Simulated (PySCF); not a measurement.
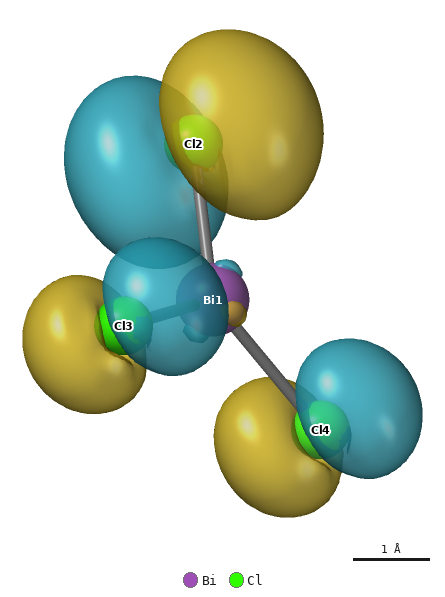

Figure 1: BiCl3 (charge +2). The HOMO−1 at ±0.08 Å⁻³ᐟ² (yellow and cyan are the two phases), seen at an oblique angle.

Core potentials replace the inner electrons of Bi.

Method: RKS TPSS, Bi def2-SVP with ECP60, Cl def2-SVP; non-relativistic Hamiltonian with scalar-relativistic core potentials where named; density fitting (PySCF 2.14.0).

Question: Describe this orbital and give its energy.

Answer: Its weight (Hirshfeld) is mainly on Cl2 (about 65 %), Cl3 (about 15 %) and Cl4 (about 15 %); it changes sign across the molecular plane (π type). It is one of a degenerate set, so its orientation is arbitrary. Its energy is −19.71 eV.
